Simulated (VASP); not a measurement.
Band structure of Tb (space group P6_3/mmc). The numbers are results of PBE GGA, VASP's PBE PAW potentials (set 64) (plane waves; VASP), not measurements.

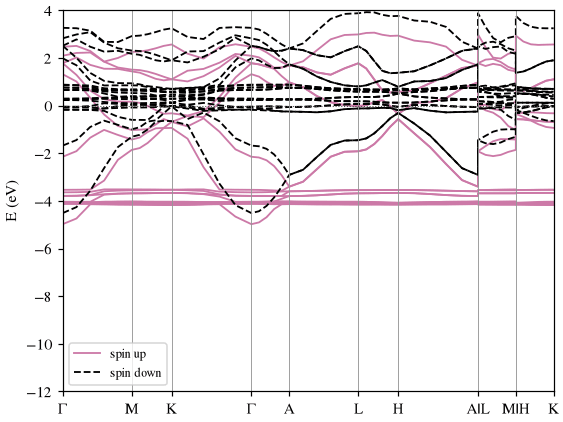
Fig. 1. Bands along high-symmetry lines, zero at the valence-band maximum or, without a gap, the Fermi level

**Question.** Read the plot: is there a gap, and where are the band edges?

**Answer.** It has no gap at this level: it comes out as a metal or semimetal.

The structure is a typed Tb crystal (P6_3/mmc). The cell was not relaxed at this level.
